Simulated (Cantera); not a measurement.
A closed system holds: 1 mol HI, a varied amount of O₂, equilibrated at 950 °C and 0.135 Torr.

Cantera equilibrium calculation (NASA polynomials, part measured and part estimated; ideal gas, pure solids and liquids). Candidate condensed phases: H₂O, I₂; 12 gas species. Kinetics and transport are ignored.

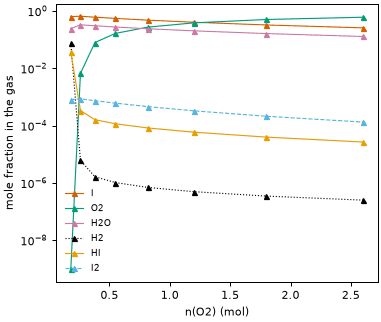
Figure: Equilibrium gas composition (values under 1e-9 drawn at 1e-9)

Question: Read off the mole fractions at 0.82 mol O₂.

Answer: I about 0.48, O₂ about 0.28, H₂O about 0.24, I₂ about 0.00046, HI about 8.3e-5, H₂ about 7.0e-7.
